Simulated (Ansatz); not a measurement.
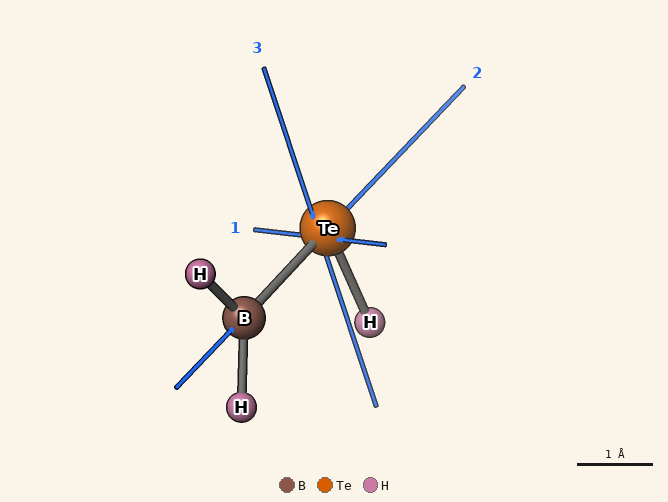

The three principal axes of inertia are drawn and numbered. Atoms fade into the background with distance from the viewer. Computed geometry: PBE-D4/def2-SVP optimisation. No frequency run is at hand to confirm it as a minimum. Masses are those of the most abundant isotopes; constants are for the rigid equilibrium geometry.

Which line is the a axis (least moment of inertia), which b and which c?

Answer. a is line 2, b is line 3, c is line 1; the moments are 5.09, 58.2, 63.3 u Å².

What kind of rotor is it, and what are its rotational constants in MHz?

Answer. An asymmetric top (Cs): A = 99202, B = 8678, C = 7980 MHz. Ray's parameter κ is −0.98, close to the prolate limit.
